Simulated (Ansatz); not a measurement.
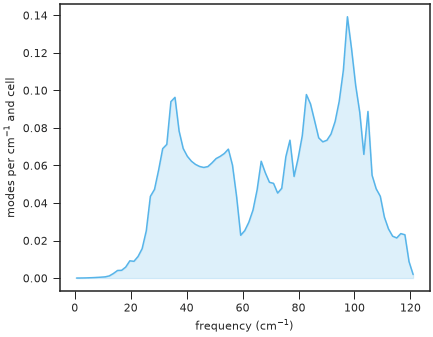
Figure: Phonon density of states of TePb (rock salt, Fm-3m); finite displacements on a 6×6×6 mesh, LDA in Ansatz (a quantum-chemistry and plane-wave program), k mesh 6×6×6

Spin-orbit coupling is not included.

Question: Where is the tallest peak, and is there a gap in the spectrum?

Answer: The tallest peak lies near 97 cm⁻¹. No clear gap shows at this resolution.
